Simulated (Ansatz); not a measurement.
Consider SiO$_{2}$ in the rutile structure (space group P4_2/mnm, No. 136; a = 4.185 Å, c = 2.668 Å).

Now apply this change: the cell is scaled by 0.9938 in all directions; the atoms relax in the strained cell.

Calculations: r2SCAN/PAW in Ansatz (a first-principles code), no spin-orbit coupling, earlier PAW set.

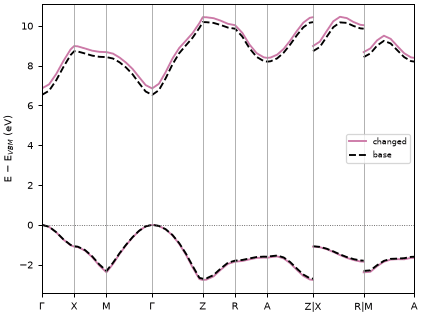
Figure. Highest valence and lowest conduction band along the path, each from its own valence-band maximum

### Question
Read the changed gap and its character from the plot.

### Answer
About 6.9 eV, direct at Γ.

No phonon test of stability was made.
